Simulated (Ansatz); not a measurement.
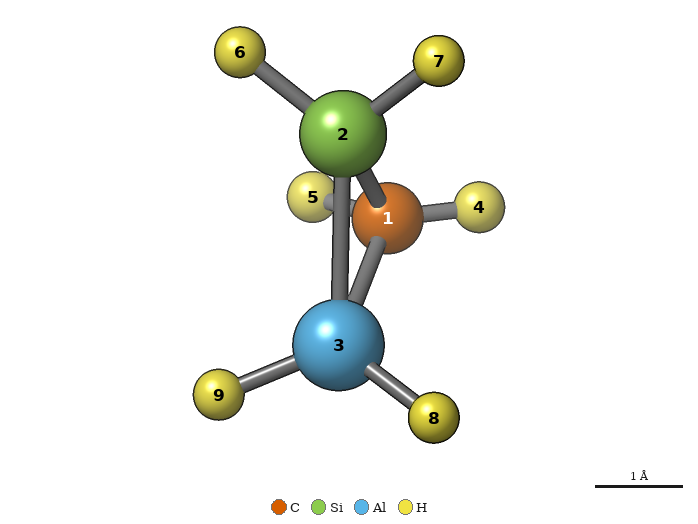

The picture comes from a calculation with Ansatz.

Orthographic view. Distant atoms are faded towards the background colour. State: charge −1, singlet. Geometry: atoms displaced at random (about 0.06 Å) from a stationary point of PBE0-D4.

Give the geometry as a Z-matrix, atoms in numerical order, with these reference atoms: 2 to 1; 3 to 1, 2; 4 to 1, 2, 3; 5 to 1, 4, 2; 6 to 2, 1, 4; 7 to 2, 6, 1; 8 to 3, 1, 4; 9 to 3, 8, 1.

```
C  
Si   1   1.945
Al   1   2.140   2    73.2
H    1   1.093   2   112.6   3  -115.3
H    1   1.262   4   118.8   2   126.9
H    2   1.527   1   114.9   4   126.2
H    2   1.475   6   105.5   1   123.3
H    3   1.583   1   120.6   4     3.2
H    3   1.499   8   118.0   1   157.0
```
